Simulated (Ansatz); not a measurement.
Start from AlP in the zinc blende structure (space group F-43m, No. 216; a = 5.508 Å).

It is then changed as follows: hole doping at 1.5×10^21 cm⁻³ (0.0627 per cell), with a uniform compensating background at fixed cell and a 300 K Fermi–Dirac width.

Computed with Kohn–Sham DFT with the PBE functional, run in Ansatz (a program for electronic structure) with PAW and 420 eV plane waves, spin-orbit coupling left out.

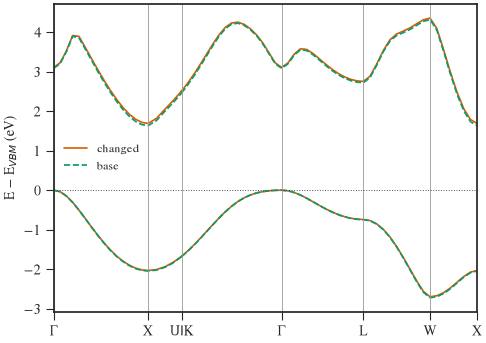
*Highest valence and lowest conduction band along the path, each from its own valence-band maximum*

Task: Read the changed gap and its character from the plot.

Result: About 1.7 eV, indirect, Γ → X.

Charged cell with a jellium background: band edges are those of the host's band count, energies are not comparable with the neutral cell, and many-body gap narrowing is missing. Gaps are Kohn–Sham eigenvalue differences; semilocal functionals usually give less than the measured gap. Stability against distortions was not tested.
